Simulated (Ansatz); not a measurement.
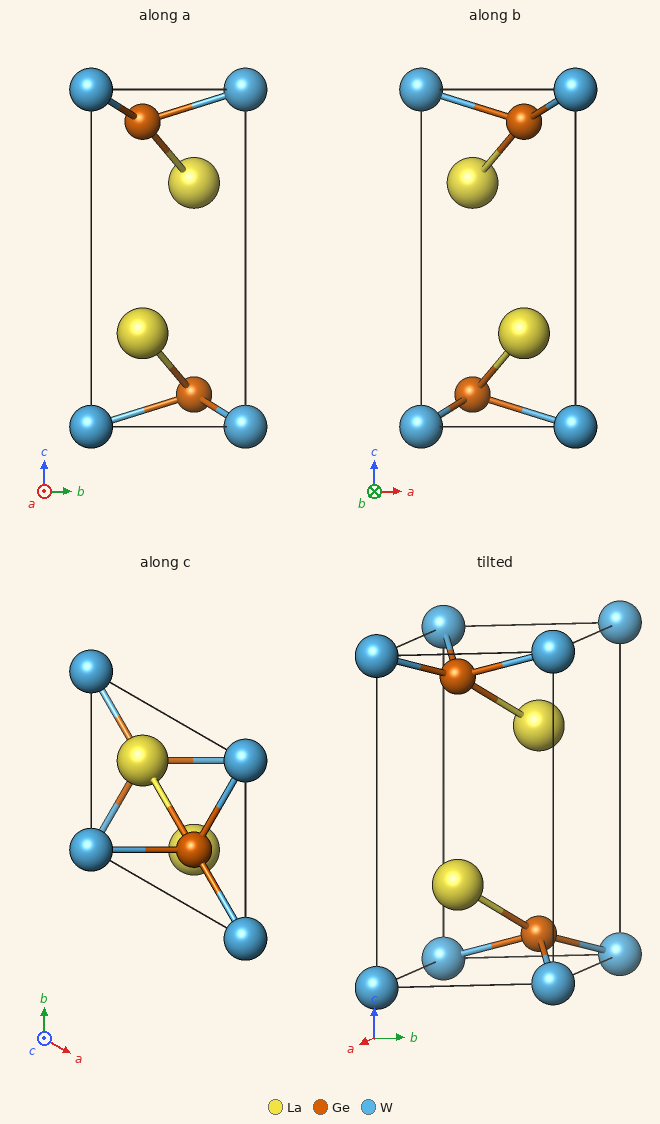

Ball-and-stick drawing of the structure, looking along the a axis, along the b axis, along the c axis and slightly off an axis. The frame is the conventional unit cell; atoms at its boundary are shown with their periodic copies.

Lattice parameters: a = 4.4364 Å, b = 4.4364 Å, c = 8.3931 Å, α = 90.000°, β = 90.000°, γ = 120.000°.

Question: Express the structure as a CIF in P1 with every atom of the cell, with free fractional coordinates to two decimals.

Answer:
```cif
data_structure
_symmetry_space_group_name_H-M 'P 1'
_symmetry_Int_Tables_number 1
_cell_length_a 4.4364
_cell_length_b 4.4364
_cell_length_c 8.3931
_cell_angle_alpha 90.000
_cell_angle_beta 90.000
_cell_angle_gamma 120.000
_cell_volume 143.06
loop_
_atom_site_label
_atom_site_type_symbol
_atom_site_fract_x
_atom_site_fract_y
_atom_site_fract_z
_atom_site_occupancy
La1 La 0.6667 0.3333 0.28 1
La2 La 0.3333 0.6667 0.72 1
Ge1 Ge 0.6667 0.3333 0.90 1
Ge2 Ge 0.3333 0.6667 0.10 1
W1 W 0.00 0.00 0.00 1
```

Starting structure: a structure type filled with these elements by a generator (whether the compound takes this form wasn't checked). Earlier steps of the study, as a rule a relaxation of our own, may have changed the cell and positions, so they can lie some per cent off the listed ones. Ansatz was used for an electronic-structure calculation on it.
